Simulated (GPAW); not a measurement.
Band structure of Rb (Im-3m, 1 atom in the cell).

```
Rb
1.0
   -2.78262     2.78262     2.78262
    2.78262    -2.78262     2.78262
    2.78262     2.78262    -2.78262
Rb
1
Direct
  0.00000   0.00000   0.00000
```

Level of theory: PBE, GPAW PAW datasets PBE (gpaw-data 1.0.1) (plane waves; GPAW).

Settings: mode = pw; ecut = 600 eV; xc = PBE; kpts = 11 11 11; mesh shift (steps) = 0 0 0; occupations.name = methfessel-paxton; occupations.width = 0.272 eV; occupations.order = 0; nbands = -9; convergence.forces = 0.001 eV/Å; symmetry.symmorphic = false; symmetry.tolerance = 0.0005; maxiter = 150; bandpath_npoints = 40.

The starting cell has typed, rounded lattice constants, without a prior relaxation at this level. Its lattice was rescaled by a random factor within 2.5 % of one.

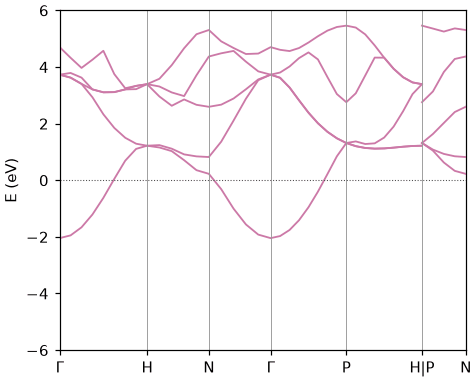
Figure: Bands along the path, energies from the Fermi level.

Levels in eV from the Fermi level, bands 1 to 8:
| point | 1 | 2 | 3 | 4 | 5 | 6 | 7 | 8 |
|---|---|---|---|---|---|---|---|---|
| Γ | -28.86 | -12.92 | -12.92 | -12.92 | -2.04 | 3.73 | 3.73 | 3.73 |
| H | -28.85 | -13.00 | -13.00 | -13.00 | 1.22 | 1.22 | 3.39 | 3.39 |
| N | -28.86 | -13.03 | -12.95 | -12.92 | 0.23 | 0.82 | 2.59 | 4.37 |
| P | -28.86 | -12.97 | -12.97 | -12.97 | 1.32 | 1.32 | 1.32 | 2.76 |

Bands cross the Fermi level along this path, so the cell is metallic at this level.
